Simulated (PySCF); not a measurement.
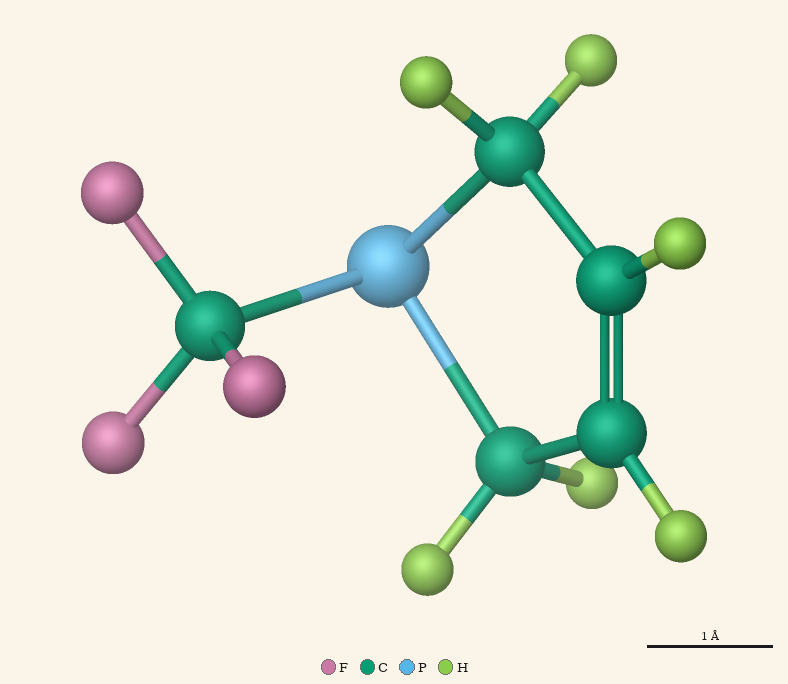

Rendered structure (ball-and-stick style). Double and triple bonds are drawn as two and three sticks.

Computed geometry: GFN2-xTB optimisation. No frequency run is at hand to confirm it as a minimum.

Question: Give the formula.

Answer: C5H6F3P, 15 atoms: 5 carbon, 6 hydrogen, 3 fluorine and 1 phosphorus.

Question: Give a SMILES string for it.

Answer: FC(F)(F)P1CC=CC1

Question: Does it have rings?

Answer: Independent rings (smallest set): 1 of 5 members.

More results for the same structure follow; atom numbers are the same in all pictures, views and colours differ.

## Geometry

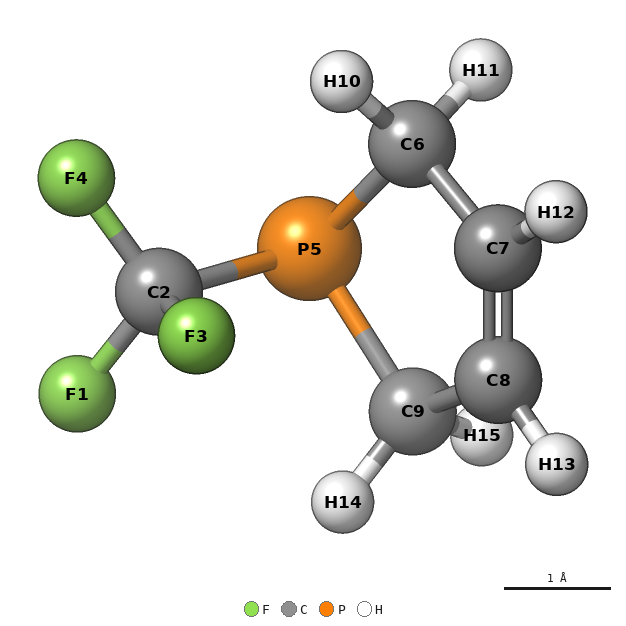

Atoms carry their numbers in the input. No frequency run is at hand to confirm it as a minimum.

Which atoms are bonded, and how long are the bonds?

```csv
bond,length (Å),order
F1–C2,1.343,single
C2–F3,1.343,single
C2–F4,1.343,single
C2–P5,1.897,single
P5–C6,1.865,single
P5–C9,1.865,single
C6–C7,1.500,single
C6–H10,1.094,single
C6–H11,1.095,single
C7–C8,1.320,double
C7–H12,1.077,single
C8–C9,1.500,single
C8–H13,1.077,single
C9–H14,1.094,single
C9–H15,1.094,single
```

## Dipole moment

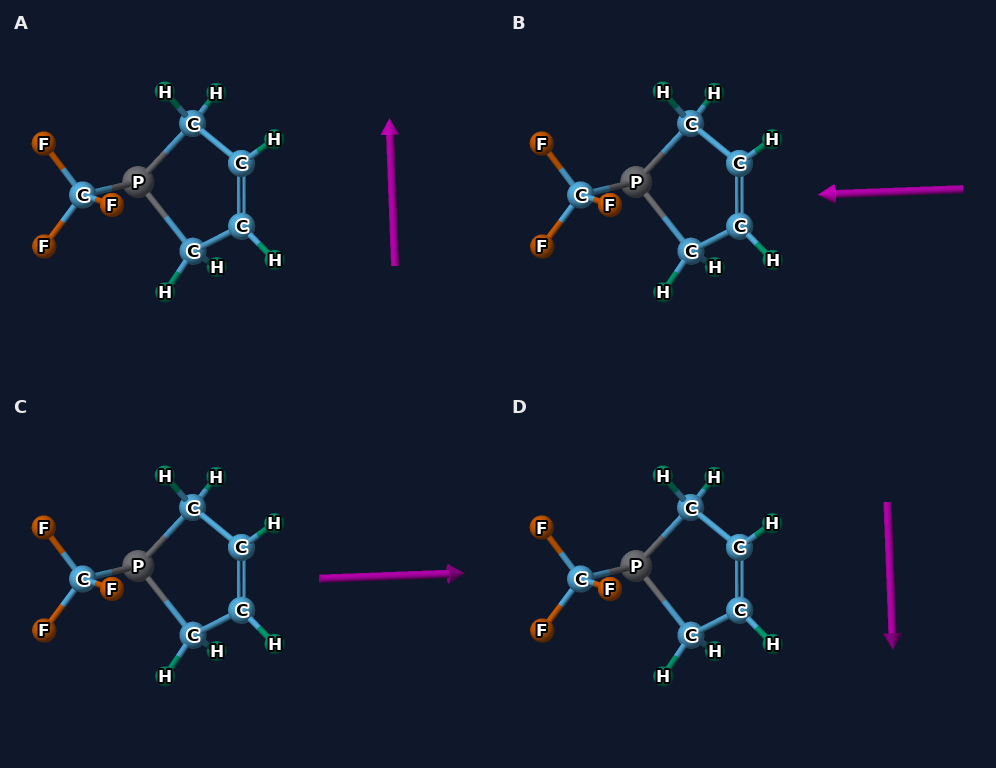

The same molecule four times, each with an arrow. No frequency run is at hand to confirm it as a minimum. Properties computed with PBE0/def2-SVPD, gas phase (PySCF 2.14.0).

Question: Which arrow points along the dipole moment, from the negative to the positive end?

Answer: C. The dipole moment is 2.75 D.

## NMR shielding

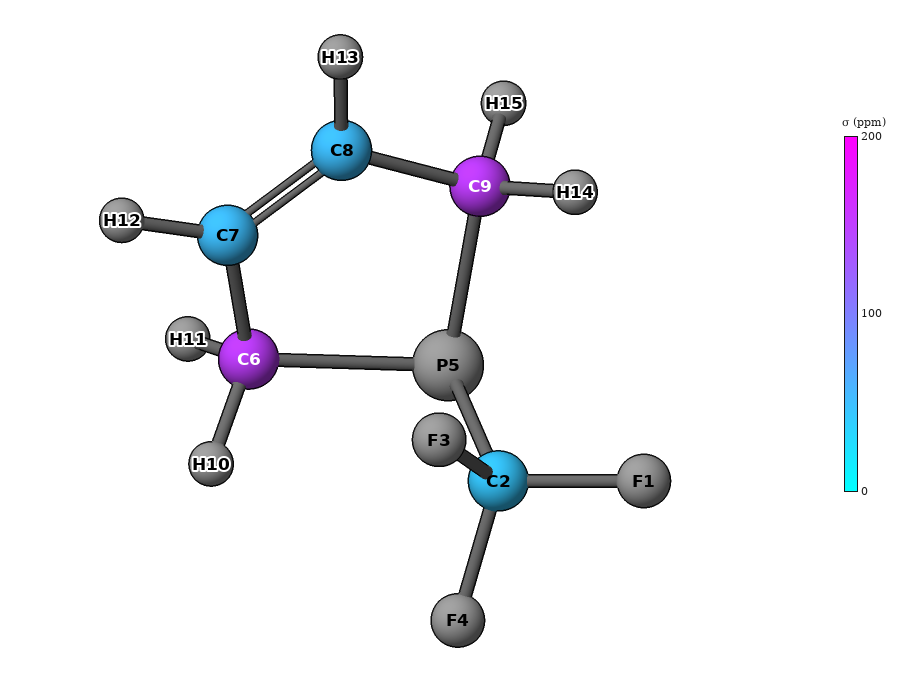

Atoms are coloured by their isotropic NMR shieldings (C only, the others grey). No frequency run is at hand to confirm it as a minimum. Level of theory: GIAO PBE0/pcSseg-1 NMR shielding, non-relativistic, gas phase (PySCF 2.14.0).

List the isotropic NMR shieldings of the C atoms.

| atom | σ (ppm) |
| --- | --- |
| C2 | 43.4 |
| C6 | 151.2 |
| C7 | 49.3 |
| C8 | 49.4 |
| C9 | 151.3 |

## Excitation

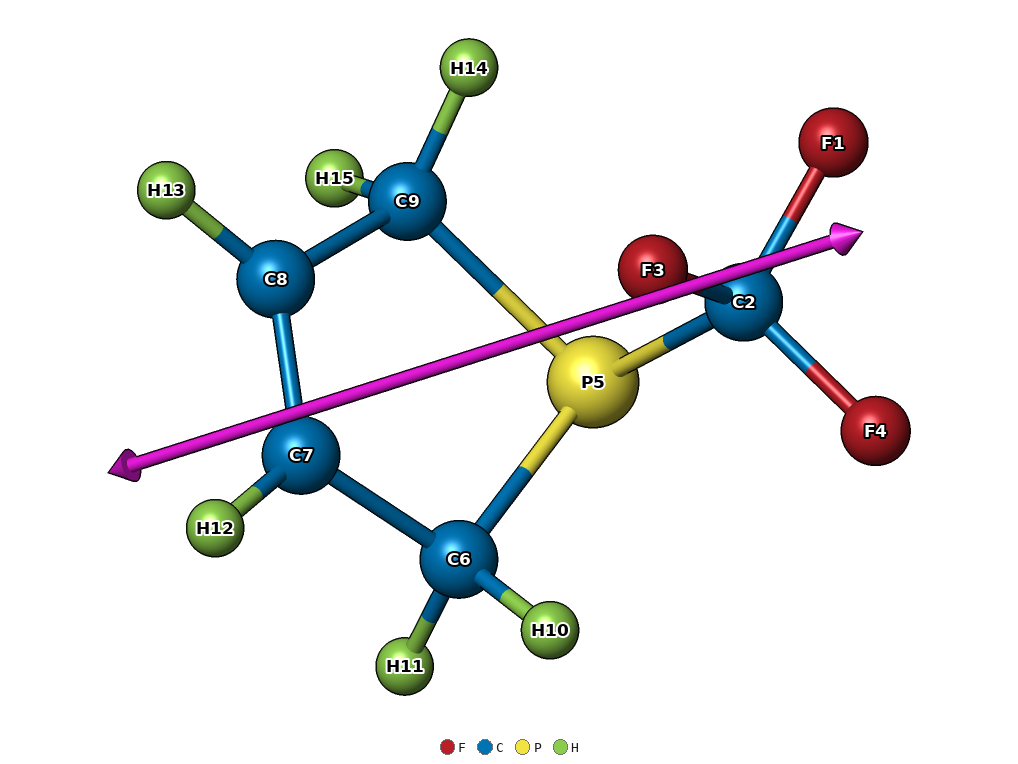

The double arrow shows the direction of the transition dipole to excited singlet state 3 (its length means nothing). No frequency run is at hand to confirm it as a minimum. Level of theory: TDDFT PBE0/def2-SVPD, vertical, gas phase, core orbitals frozen in the response (PySCF 2.14.0).

Question: Give its energy, strength and character.

Answer: 6.58 eV (188 nm), oscillator strength 0.052, mainly HOMO−1 → LUMO+1 (weight 0.91); transition dipole 1.44 D.

## Ring current

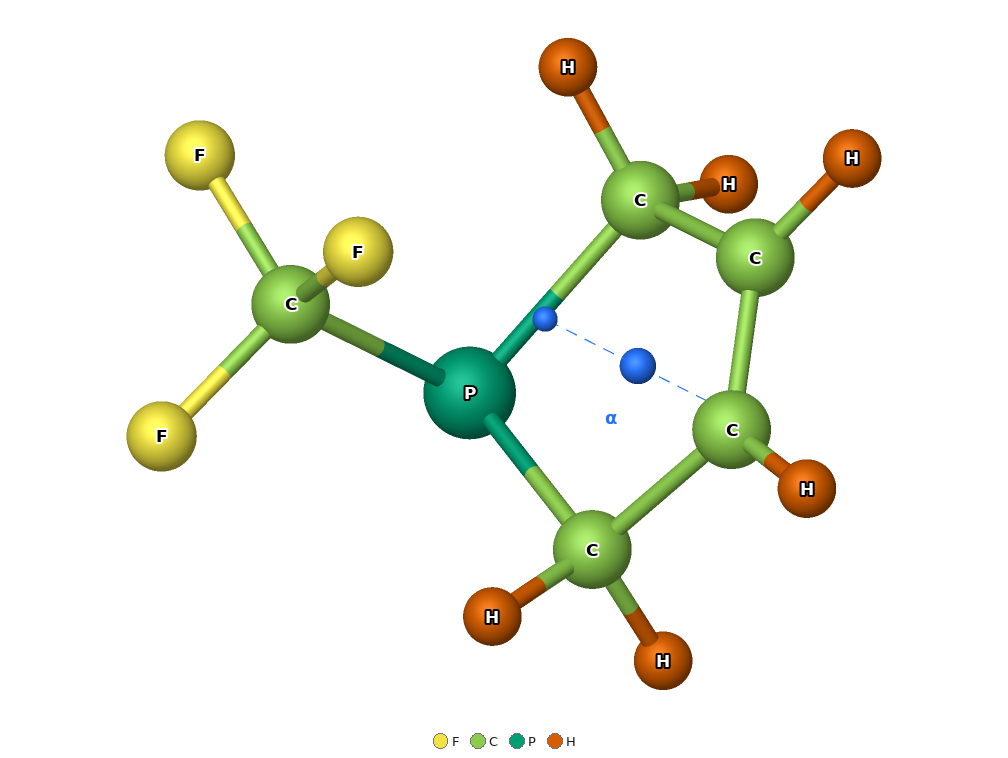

The small points mark where nucleus-independent chemical shifts (NICS) were computed: at the centre of each lettered ring and 1 Å above and below it. No frequency run is at hand to confirm it as a minimum. Properties computed with GIAO PBE0/pcSseg-1 NMR shielding, non-relativistic, gas phase (PySCF 2.14.0).

Give NICS(0), NICS(1) and the out-of-plane component NICS(1)zz for each ring (means of the two sides).

| ring | members | NICS(0) | NICS(1) | NICS(1)zz |
| --- | --- | --- | --- | --- |
| α | C4P | −3.3 | −3.4 | −7.3 |

Values in ppm.

The geometry is semi-empirical. Around P such bond lengths and angles can be off by a tenth of an ångström or more and by several degrees, and values that hang on the shape move with them.
